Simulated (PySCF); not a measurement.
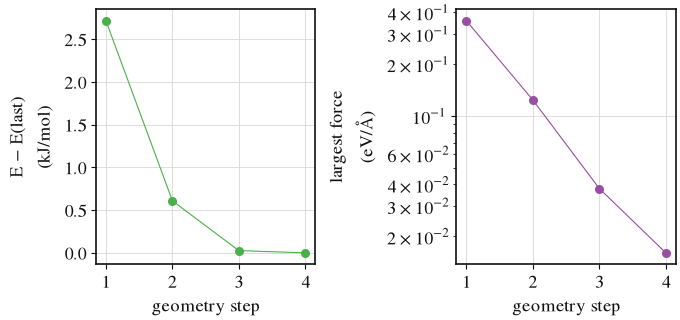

History of a geometry optimisation.

System: C5H8 (SMILES C=C=CCC).
Method: PySCF, PBE0-D3(BJ)/def2-SVP, geometry optimisation.

### How did it end, and what did it gain?

The optimisation met its thresholds at geometry 4, counting the start as the first. The energy fell by about 2.7 kJ/mol from the first step to the last. The largest force goes from about 0.36 eV/Å at the start to 0.016 eV/Å at the end.
